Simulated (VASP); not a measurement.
Band structure of RhS (relaxed from the wurtzite structure, space group P6_3mc). Method: PBEsol GGA, VASP's PBE PAW potentials (set 64) (plane waves; VASP).

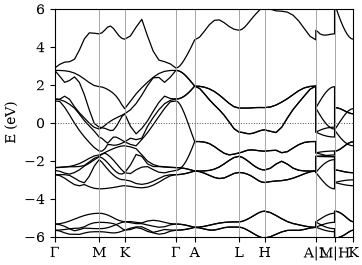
Bands along high-symmetry lines, zero at the valence-band maximum or, without a gap, the Fermi level

Task: Read the plot: is there a gap, and where are the band edges?

Result: It has no gap at this level: it comes out as a metal or semimetal. (Edges off the drawn lines would not show.)

The structure was generated: RhS was put into the wurtzite type (P6_3mc), which need not be its known phase. It was relaxed first, which changed the volume by -27 %.
